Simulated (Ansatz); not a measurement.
ZnS (zinc blende), conventional cell a = b = c = 5.357 Å, α = β = γ = 90.00°. The calculation uses the primitive cell of 2 atoms, to which meshes and values per cell refer.

This relaxed cell (volume V₀) is scaled evenly in all directions, its shape held. Symmetry pins the atoms to their sites.

All values below come from PBEsol (plane waves to 420 eV, PAW, scalar-relativistic; Ansatz, a quantum-chemistry and plane-wave program). k mesh 11×11×11 (Γ-centred), Fermi-Dirac smearing 0.05 eV. The energy includes the smearing's −TS. ZnS was relaxed with its symmetry unable to fall. The zero of ΔE is the relaxed starting cell.

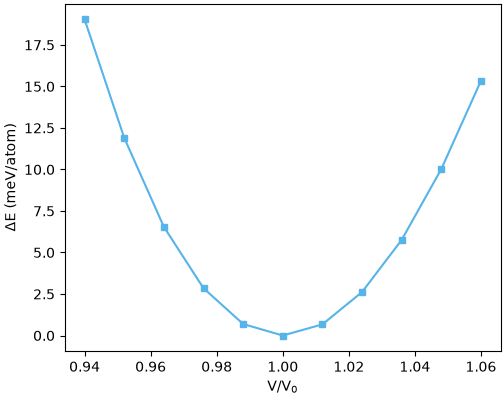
*ΔE (meV/atom) against V/V₀; one marker a computed point.*

Q: What is ΔE at V/V₀ = 1.060?

A: About 15 meV/atom.

Q: What bulk modulus B₀ follows from a third-order Birch-Murnaghan fit?

A: About 79 GPa.

Q: What is ΔE at V/V₀ = 0.940?

A: About 19 meV/atom.

(Under strain, the slope of the energy per volume gives the stress and its curvature an elastic modulus.)
